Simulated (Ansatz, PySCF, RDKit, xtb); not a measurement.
# Isomers of WNH3SO2, a sample narrowed down, part 2 of 2

A sample of isomers of WNH3SO2 is drawn. Aim: find which of them has the lowest free energy at 298.15 K, then its properties. The sample is small against all isomers, and the most stable one of this formula need not be in it. One structure proposed beforehand is put among the starts (marked given), to see whether the search confirms or beats it.

xtb, Ansatz and PySCF; isolated molecules. The steps go on from the part before.

## (11) c066 at CCSD(T)/def2-SVP

The input, input.yaml:

```yaml
crystal:
  periodic: [false, false, false]
  atoms:
    - {symbol: "N", position_ang: [-0.343009, -1.651184, -0.216622]}
    - {symbol: O, position_ang: [2.067299, -0.492725, 0.818756]}
    - {symbol: O, position_ang: [-0.690000, 1.305983, 0.684712]}
    - {symbol: S, position_ang: [1.180754, 0.520286, -2.096562]}
    - {symbol: W, position_ang: [0.655490, -0.202201, -0.109910]}
    - {symbol: H, position_ang: [-0.754163, 2.128539, 0.177497]}
    - {symbol: H, position_ang: [-1.582986, 1.038686, 0.943853]}
    - {symbol: H, position_ang: [-0.533385, -2.647374, -0.201716]}
basis:
  gaussian:
    orbitals: def2-SVP
correlation:
  method: ccsd_t
  frozen_orbitals: {H: 0, O: 1, S: 5, W: 0, "N": 1}
```

Command:

```console
$ ansatz run input.yaml --threads 2 --pin off --max-ram 5220MiB --events-out events.jsonl --progress --plain --runs-dir runs
```

What it wrote (excerpt; [...] marks lines left out):

```text
Warning: RAYON_NUM_THREADS=2 ignored (pool sized by the plan → 2); use --threads N
Functional definition: HF
  name "HF"
[...]
1028 factors; integrals over basis functions are off by at most 1.2e-3 eV
[...]
mean field -18220.40945859 eV, -669.5876973661 hartree, gradient 6.7e-6 eV, S^2 0.000000; 1 other end points of the search recorded, 0 dependent functions left out; unrestricted orbitals would lower it
8 core orbitals not correlated: weight in the atoms' cores, before any rotation towards them, 1.000 or more for the frozen orbitals, at most 0.000 for the correlated occupied ones
reference -18220.40945859 eV, -669.5876973661 hartree; 20, 20 occupied and 79, 79 virtual orbitals, 1028 factors
second order -29.52290507 eV of doubles, -0.00000000 eV of singles
cycle   1  -26.36653828 eV  change     3.2e0 eV  update   2.9e-1
[...]
cycle  14  -28.26823972 eV  change    3.1e-5 eV  update   1.2e-5
perturbative correction -1.45007399 eV, -0.0532892362 hartree
Total energy: -18250.12777230 eV, -670.6798252513 hartree
```

Wall time 22 s (2 threads of Arm Neoverse V1, shared host); peak memory 0.57 GiB.

For c066 the log finds that unrestricted Hartree-Fock orbitals lie lower, a sign to watch the closed-shell reference there.

## (12) Free energies and the winner

Energies in kcal/mol from c620; G adds the thermal terms to the CCSD(T)/def2-SVP + MP2/def2-TZVPP - MP2/def2-SVP energy.

```
label                    SMILES     spin  PBE0-D4/def2-SVP  HF/def2-SVP  MP2/def2-SVP  CCSD(T)/def2-SVP + MP2/def2-TZVPP - MP2/def2-SVP     G  share at equilibrium     T1
 c620  [NH2][W](=[O])([OH])=[S]  singlet               0.0          0.0           0.0                                               0.0   0.0               100.0 %  0.022
 c066  [NH][W]([O])([OH2])[S] ‡  singlet              46.5         47.4          40.0                                              43.7  42.9               < 0.1 %  0.022
 c523  [NH2][W]([O])([OH])[S] ‡  triplet              54.1         29.9          73.8                                              59.4  57.8               < 0.1 %  0.030
```

‡ marks the bonded skeleton alone, with all bonds drawn single: no Lewis structure was assigned that passes a check against the bond lengths.

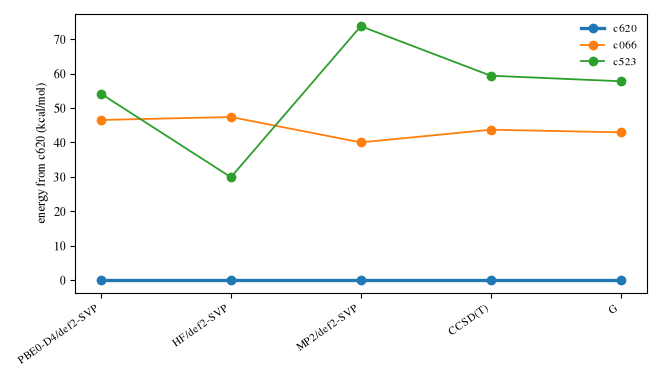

The finalists at each level, measured from c620.

Lowest found: c620, `[NH2][W](=[O])([OH])=[S]`, a singlet of point group C1. Bond lengths: N1–W5 1.929 Å, O2–W5 1.700 Å, O3–W5 1.885 Å, S4–W5 2.146 Å, N1–H6 1.016 Å, N1–H7 1.017 Å, O3–H8 0.963 Å. Angles: N1–W5–O2 106.5°, N1–W5–O3 111.1°, N1–W5–S4 108.2°, O2–W5–O3 108.9°, O2–W5–S4 111.6°, O3–W5–S4 110.6°, W5–N1–H6 125.0°, W5–N1–H7 123.0°, W5–O3–H8 127.3°, H6–N1–H7 111.4°.

```xyz
8

N    -0.7413    1.3372    0.3956
O     1.7519   -0.0351    1.0080
O    -0.2909   -1.7124   -0.2273
S     1.2752    0.5374   -2.0943
W     0.5193   -0.0120   -0.1627
H    -1.3259    1.8842   -0.2306
H    -0.7933    1.6851    1.3495
H    -0.5480   -2.2066   -1.0132
```

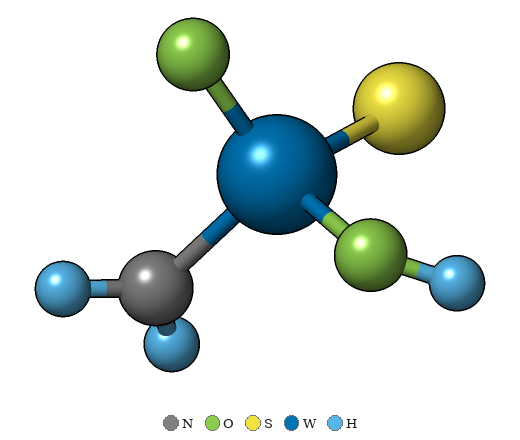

The lowest structure found, seen from a chosen angle (nitrogen grey, oxygen green, sulfur yellow, tungsten blue, hydrogen blue).

## (13) Density, orbitals and dipole (PBE0/def2-TZVPD)

The input, input.yaml:

```yaml
crystal:
  periodic: [false, false, false]
  atoms:
    - {symbol: N, position_ang: [-0.741319, 1.337219, 0.395567]}
    - {symbol: O, position_ang: [1.751941, -0.035051, 1.007978]}
    - {symbol: O, position_ang: [-0.290905, -1.712350, -0.227347]}
    - {symbol: S, position_ang: [1.275217, 0.537409, -2.094270]}
    - {symbol: W, position_ang: [0.519311, -0.012023, -0.162681]}
    - {symbol: H, position_ang: [-1.325918, 1.884210, -0.230580]}
    - {symbol: H, position_ang: [-0.793298, 1.685147, 1.349536]}
    - {symbol: H, position_ang: [-0.548047, -2.206561, -1.013191]}
basis:
  gaussian: {orbitals: def2-TZVPD}
total_charge: 0
hamiltonian: {xc: {name: PBE0}}
output: {forces: true, orbitals: {seedname: orbitals}}
```

Command:

```console
$ ansatz run input.yaml --threads 2 --pin off --max-ram 5220MiB --events-out events.jsonl --progress --plain --runs-dir runs
```

What it wrote (excerpt; [...] marks lines left out):

```text
Warning: RAYON_NUM_THREADS=2 ignored (pool sized by the plan → 2); use --threads N
Functional definition: PBE0
  name "PBE0"
[...]
1431 factors; their error is unknown
[...]
mean field -18292.01379015 eV, -672.2191080159 hartree, gradient 2.8e-5 eV, S^2 0.000000; 0 other end points of the search recorded, 0 dependent functions left out
[...]
reference -18292.01384427 eV, -672.2191100045 hartree; 28, 28 occupied and 205, 205 virtual orbitals, 1431 factors
Total energy: -18292.01384427 eV, -672.2191100045 hartree
Atom 0 at    -0.741319     1.337219     0.395567 Å, force    -0.259743     0.255213     0.131460 eV/Å
Atom 1 at     1.751941    -0.035051     1.007978 Å, force    -0.060830    -0.049150    -0.005492 eV/Å
Atom 2 at    -0.290905    -1.712350    -0.227347 Å, force    -0.046131    -0.107058    -0.028917 eV/Å
Atom 3 at     1.275217     0.537409    -2.094270 Å, force    -0.072601    -0.054884     0.158496 eV/Å
Atom 4 at     0.519311    -0.012023    -0.162681 Å, force     0.112892     0.072273    -0.262167 eV/Å
Atom 5 at    -1.325918     1.884210    -0.230580 Å, force     0.202526    -0.177570     0.172340 eV/Å
Atom 6 at    -0.793298     1.685147     1.349536 Å, force     0.038885    -0.112888    -0.286006 eV/Å
Atom 7 at    -0.548047    -2.206561    -1.013191 Å, force     0.085001     0.174064     0.120286 eV/Å
Dipole moment:    -0.797687     0.097597     0.007079 e Å
```

It took 11 s on 2 threads of Arm Neoverse V1, shared host; peak memory 0.7 GiB.

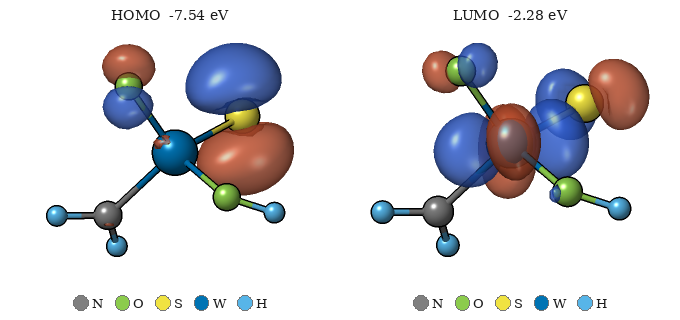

Frontier orbitals of this run, surfaces at ±0.2 Å^-3/2.

## (14) Frequencies after a tight-binding relaxation (GFN2-xTB)

The input, start.xyz:

```xyz
8
c620
N     -0.741319     1.337219     0.395567
O      1.751941    -0.035051     1.007978
O     -0.290905    -1.712350    -0.227347
S      1.275217     0.537409    -2.094270
W      0.519311    -0.012023    -0.162681
H     -1.325918     1.884210    -0.230580
H     -0.793298     1.685147     1.349536
H     -0.548047    -2.206561    -1.013191
```

Command:

```console
$ xtb start.xyz --gfn 2 --ohess tight
```

What it wrote (excerpt; [...] marks lines left out):

```text
* xtb version 6.7.1
[...]
          :  # basis functions                  35          :
[...]
          :  # electrons                        32          :
[...]
          :  Hamiltonian                  GFN2-xTB          :
[...]
          :  net charge                          0          :
          :  unpaired electrons                  0          :
[...]
   *** convergence criteria satisfied after 26 iterations ***
[...]
   *** GEOMETRY OPTIMIZATION CONVERGED AFTER 20 ITERATIONS ***
[...]
   *** convergence criteria satisfied after 4 iterations ***
[...]
         ::                     SUMMARY                     ::
         :::::::::::::::::::::::::::::::::::::::::::::::::::::
         :: total energy             -18.345184271239 Eh    ::
         :: gradient norm              0.000376102804 Eh/a0 ::
         :: HOMO-LUMO gap              2.764009790765 eV    ::
         ::.................................................::
         :: SCC energy               -18.444495934295 Eh    ::
         :: -> isotropic ES           -0.000555979873 Eh    ::
         :: -> anisotropic ES          0.001704805938 Eh    ::
         :: -> anisotropic XC          0.001206868688 Eh    ::
         :: -> dispersion             -0.005883624949 Eh    ::
         :: repulsion energy           0.099311663056 Eh    ::
         :: add. restraining           0.000000000000 Eh    ::
         :: total charge               0.000000000000 e     ::
         :::::::::::::::::::::::::::::::::::::::::::::::::::::
[...]
        16        2.0000           -0.3678796             -10.0105 (HOMO)
        17                         -0.2663028              -7.2465 (LUMO)
[...]
     #   Z          covCN         q      C6AA      α(0)
     1   7          2.596    -0.415    30.804     8.243
     2   8          0.830    -0.513    24.089     6.580
     3   8          1.632    -0.471    22.295     6.373
     4  16          0.947    -0.403   156.765    21.177
     5  74          3.483     1.048   394.030    43.780
     6   1          0.859     0.210     1.056     1.610
     7   1          0.860     0.206     1.074     1.624
     8   1          0.805     0.338     0.617     1.234
[...]
          | TOTAL ENERGY              -18.345184271348 Eh   |
          | TOTAL ENTHALPY            -18.297984628569 Eh   |
          | TOTAL FREE ENERGY         -18.340878663975 Eh   |
          | GRADIENT NORM               0.000375683088 Eh/α |
[...]
```

Wall time 0.28 s (2 threads of Arm Neoverse V1, shared host).

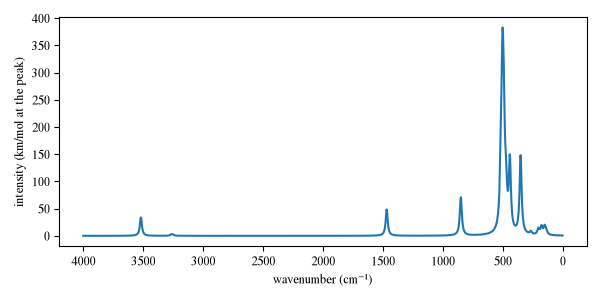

Harmonic infrared spectrum, unscaled, lines broadened by 10 cm⁻¹.

## (15) Electronic excitations (TD-PBE0/def2-SVPD)

An in-house driver calls PySCF's response routines at TD-PBE0/def2-SVPD; it has no typed input.

What it wrote:

```text
coarse grid: 38152 points
cycle   1  E = -671.4922954207  dE = -1.221e+01  |g| = 1.292e+00  |ddm| = 8.061e+00
cycle   2  E = -668.4366520126  dE =  3.056e+00  |g| = 3.900e+00  |ddm| = 3.761e+00
cycle   3  E = -671.7118152899  dE = -3.275e+00  |g| = 7.373e-01  |ddm| = 3.029e+00
cycle   4  E = -671.8154251234  dE = -1.036e-01  |g| = 3.054e-01  |ddm| = 8.685e-01
cycle   5  E = -671.8301102893  dE = -1.469e-02  |g| = 1.226e-01  |ddm| = 3.179e-01
cycle   6  E = -671.8334409993  dE = -3.331e-03  |g| = 2.770e-02  |ddm| = 1.388e-01
cycle   7  E = -671.8335452886  dE = -1.043e-04  |g| = 1.632e-02  |ddm| = 3.038e-02
cycle   8  E = -671.8336046648  dE = -5.938e-05  |g| = 5.404e-03  |ddm| = 1.925e-02
cycle   9  E = -671.8336114553  dE = -6.791e-06  |g| = 2.188e-03  |ddm| = 7.278e-03
final grid: 76864 points
cycle  10  E = -671.8336288766  dE =  6.867e-06  |g| = 5.802e-03  |ddm| = 8.355e-03
cycle  11  E = -671.8335733338  dE =  5.554e-05  |g| = 1.640e-02  |ddm| = 1.970e-02
cycle  12  E = -671.8336366091  dE = -6.328e-05  |g| = 1.263e-03  |ddm| = 1.442e-02
cycle  13  E = -671.8336369422  dE = -3.330e-07  |g| = 2.536e-04  |ddm| = 1.181e-03
cycle  14  E = -671.8336369586  dE = -1.644e-08  |g| = 6.124e-05  |ddm| = 3.289e-04
cycle  15  E = -671.8336369595  dE = -8.664e-10  |g| = 6.661e-06  |ddm| = 6.027e-05
converged SCF energy = -671.8336369595

Static polarisability (au): isotropic 77.286, principal 67.125 71.561 93.171

Singlet excitations
state   eV       nm        f      main configurations
  1   3.5227    352.0   0.00062   H->L 0.98
  2   4.1708    297.3   0.00075   H->L+1 0.51, H-1->L 0.48
  3   4.6786    265.0   0.01650   H-1->L+1 0.89
  4   4.7362    261.8   0.03361   H-2->L 0.35, H->L+1 0.28, H-1->L 0.26
  5   5.0108    247.4   0.02284   H-2->L 0.55, H-3->L 0.14, H-1->L 0.10
  6   5.3293    232.6   0.00631   H->L+2 0.91
  7   5.4121    229.1   0.00318   H-3->L 0.77
  8   5.6386    219.9   0.01218   H-1->L+2 0.47, H-2->L+1 0.32

Triplet excitations (Tamm-Dancoff, eV): 3.2003 3.2997 3.8420
```

It took 11 s on 2 threads of Arm Neoverse V1, shared host; peak memory 0.58 GiB.

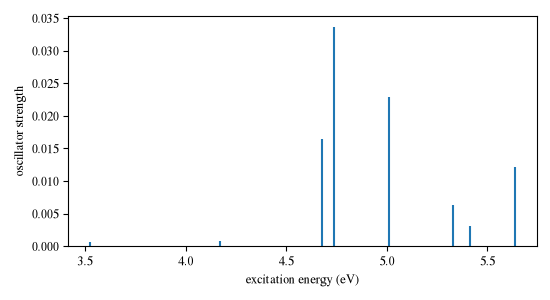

Vertical excitations as sticks.

The roots found:

```
excited state  energy (eV)  strength
            1        3.523    0.0006
            2        4.171    0.0008
            3        4.679    0.0165
            4        4.736    0.0336
            5        5.011    0.0228
            6        5.329    0.0063
            7        5.412    0.0032
            8        5.639    0.0122
```

## (16) The cation at the same geometry (PBE0/def2-TZVPD)

Changes to input.yaml since step 13:

```diff
@@ -3,3 +3,3 @@
   atoms:
-    - {symbol: N, position_ang: [-0.741319, 1.337219, 0.395567]}
+    - {symbol: "N", position_ang: [-0.741319, 1.337219, 0.395567]}
     - {symbol: O, position_ang: [1.751941, -0.035051, 1.007978]}
@@ -13,4 +13,4 @@
   gaussian: {orbitals: def2-TZVPD}
-total_charge: 0
 hamiltonian: {xc: {name: PBE0}}
-output: {forces: true, orbitals: {seedname: orbitals}}
+total_charge: 1
+magnetization: {spin_polarized: true, initial_magnetization: 1}
```

Command:

```console
$ ansatz run input.yaml --threads 2 --pin off --max-ram 5220MiB --events-out events.jsonl --progress --plain --runs-dir runs
```

What it wrote:

```text
Warning: RAYON_NUM_THREADS=2 ignored (pool sized by the plan → 2); use --threads N
Functional definition: PBE0
  name "PBE0"
  parameter a = 0.25
  parameter kappa = 0.804
  parameter beta = 0.06672455060314922
  exchange = (1 - a)*pbe_x(kappa = kappa, mu = beta*pi^2/3) + a*exact_x
  correlation = pbe_c(beta = beta)
1431 factors; their error is unknown
mean field evaluation 1: about -18254.4727 eV, gradient 8.9e1 eV
mean field evaluation 2: about -17995.8599 eV, gradient 2.3e2 eV
mean field evaluation 4: about -18275.2668 eV, gradient 4.4e1 eV
mean field evaluation 8: about -18282.4624 eV, gradient 7.4e-1 eV
mean field evaluation 16: about -18282.5237 eV, gradient 1.0e-2 eV
mean field evaluation 32: about -18282.5237 eV, gradient 1.2e-4 eV
mean field -18282.52373958 eV, -671.8703550901 hartree, gradient 2.0e-5 eV, S^2 0.765985; 4 other end points of the search recorded, 0 dependent functions left out
reference -18282.52378625 eV, -671.8703568050 hartree; 28, 27 occupied and 205, 206 virtual orbitals, 1431 factors
Total energy: -18282.52378625 eV, -671.8703568050 hartree
```

It took 49 s on 2 threads of Arm Neoverse V1, shared host; peak memory 1.2 GiB.

Difference from the parent: 9.49 eV.

## (17) The anion at the same geometry (PBE0/def2-TZVPD)

The input, input.yaml:

```yaml
crystal:
  periodic: [false, false, false]
  atoms:
    - symbol: "N"
      position_ang: [-0.741319, 1.337219, 0.395567]
    - symbol: O
      position_ang: [1.751941, -0.035051, 1.007978]
    - symbol: O
      position_ang: [-0.290905, -1.712350, -0.227347]
    - symbol: S
      position_ang: [1.275217, 0.537409, -2.094270]
    - symbol: W
      position_ang: [0.519311, -0.012023, -0.162681]
    - symbol: H
      position_ang: [-1.325918, 1.884210, -0.230580]
    - symbol: H
      position_ang: [-0.793298, 1.685147, 1.349536]
    - symbol: H
      position_ang: [-0.548047, -2.206561, -1.013191]
basis:
  gaussian: {orbitals: def2-TZVPD}
total_charge: -1
magnetization: {spin_polarized: true, initial_magnetization: 1}
hamiltonian: {xc: pbe0}
scf: {lower_state_search: off}
```

Command:

```console
$ ansatz run input.yaml --threads 2 --pin off --max-ram 5220MiB --events-out events.jsonl --progress --plain --runs-dir runs
```

What it wrote (excerpt; [...] marks lines left out):

```text
Warning: RAYON_NUM_THREADS=2 ignored (pool sized by the plan → 2); use --threads N
Functional definition: PBE0
  name "PBE0"
[...]
1431 factors; their error is unknown
[...]
mean field -18292.52074257 eV, -672.2377381736 hartree, gradient 8.8e-6 eV, S^2 0.754677; 0 other end points of the search recorded, 0 dependent functions left out
reference -18292.52079233 eV, -672.2377400022 hartree; 29, 28 occupied and 204, 205 virtual orbitals, 1431 factors
Total energy: -18292.52079233 eV, -672.2377400022 hartree
Checks for a lower state left out: stability, starts, cluster_reference, orbital_swaps, neighbouring_geometries, increment
```

It took 13 s on 2 threads of Arm Neoverse V1, shared host; peak memory 0.77 GiB.

Parent less the species with the added electron: 0.51 eV.

## (18) The triplet at the same geometry (PBE0/def2-TZVPD)

The input, input.yaml:

```yaml
crystal:
  periodic: [false, false, false]
  atoms:
    - {symbol: "N", position_ang: [-0.741319, 1.337219, 0.395567]}
    - {symbol: O, position_ang: [1.751941, -0.035051, 1.007978]}
    - {symbol: O, position_ang: [-0.290905, -1.712350, -0.227347]}
    - {symbol: S, position_ang: [1.275217, 0.537409, -2.094270]}
    - {symbol: W, position_ang: [0.519311, -0.012023, -0.162681]}
    - {symbol: H, position_ang: [-1.325918, 1.884210, -0.230580]}
    - {symbol: H, position_ang: [-0.793298, 1.685147, 1.349536]}
    - {symbol: H, position_ang: [-0.548047, -2.206561, -1.013191]}
basis:
  gaussian: {orbitals: def2-TZVPD}
hamiltonian: {xc: pbe0}
magnetization: {spin_polarized: true, initial_magnetization: 2}
```

Command:

```console
$ ansatz run input.yaml --threads 2 --pin off --max-ram 5220MiB --events-out events.jsonl --progress --plain --runs-dir runs
```

What it wrote:

```text
Warning: RAYON_NUM_THREADS=2 ignored (pool sized by the plan → 2); use --threads N
Functional definition: PBE0
  name "PBE0"
  parameter a = 0.25
  parameter kappa = 0.804
  parameter beta = 0.06672455060314922
  exchange = (1 - a)*pbe_x(kappa = kappa, mu = beta*pi^2/3) + a*exact_x
  correlation = pbe_c(beta = beta)
1431 factors; their error is unknown
mean field evaluation 1: about -18272.4843 eV, gradient 6.9e1 eV
mean field evaluation 2: about -18140.3500 eV, gradient 1.8e2 eV
mean field evaluation 4: about -18287.0664 eV, gradient 2.2e1 eV
mean field evaluation 8: about -18288.7948 eV, gradient 3.6e-1 eV
mean field evaluation 16: about -18288.8552 eV, gradient 4.0e-2 eV
mean field evaluation 32: about -18288.8586 eV, gradient 8.6e-6 eV
mean field -18288.85864614 eV, -672.1031586121 hartree, gradient 8.6e-6 eV, S^2 2.010402; 6 other end points of the search recorded, 0 dependent functions left out
reference -18288.85870547 eV, -672.1031607922 hartree; 29, 27 occupied and 204, 206 virtual orbitals, 1431 factors
Total energy: -18288.85870547 eV, -672.1031607922 hartree
```

It took 59 s on 2 threads of Arm Neoverse V1, shared host; peak memory 1.2 GiB.

It lies 3.16 eV above the singlet.

## (19) Outcome

The summary covers parts 1 to 2.

| quantity | value |
| --- | --- |
| lowest structure found | [NH2][W](=[O])([OH])=[S], singlet, C1 |
| next finalist | [NH][W]([O])([OH2])[S] ‡, singlet, 42.9 kcal/mol higher in G |
| share at equilibrium, among the finalists | 100.0 % |
| funnel | 10 starts, 5 minima at GFN2-xTB, 5 screening runs, 3 relaxed, 3 ranked |
| CPU time of all runs | 43 min |
| harmonic wavenumbers, lowest and highest (PBE0-D4/def2-SVP) | 164 and 3917 cm⁻¹ |
| rotational constants, same geometry | 0.1085, 0.07324, 0.06733 cm⁻¹ |
| dipole moment (PBE0/def2-TZVPD) | 3.86 D |
| HOMO energy (PBE0/def2-TZVPD) | -7.54 eV |
| LUMO energy (PBE0/def2-TZVPD) | -2.28 eV |
| HOMO–LUMO gap (PBE0/def2-TZVPD) | 5.26 eV |
| lowest excitation (TD-PBE0/def2-SVPD) | 3.52 eV (f = 0.001) |
| strongest of the states computed, same level | 4.74 eV (f = 0.034) |
| lowest triplet excitation, same level, Tamm-Dancoff | 3.20 eV |
| vertical ionisation energy | 9.49 eV |
| vertical electron affinity | 0.51 eV |
| vertical triplet less singlet | +3.16 eV |

In words: The search ends on `[NH2][W](=[O])([OH])=[S]`. The margin of 42.9 kcal/mol over the next finalist is beyond the usual error of the last level; it says nothing of structures that weren't ranked. PBE0-D4/def2-SVP, HF/def2-SVP and MP2/def2-SVP already put its bonding pattern lowest among the structures in one piece. The largest share of the time went into the vibrations (32 %). A large T1 diagnostic among the finalists warns that one reference determinant may not suffice. It concerns: the winner; the finalist [NH][W]([O])([OH2])[S] ‡ (singlet). Spin-orbit coupling, which matters for elements this heavy, is left out. The structure proposed beforehand is the winner. The search is not exhaustive (a finite list of starts, one conformer a finalist), so a lower isomer can't be ruled out. Only 1 drawn pattern was tried, so whole families of isomers are missing, and the result ranks this sample alone.

‡ marks the bonded skeleton alone, with all bonds drawn single: no Lewis structure was assigned that passes a check against the bond lengths.
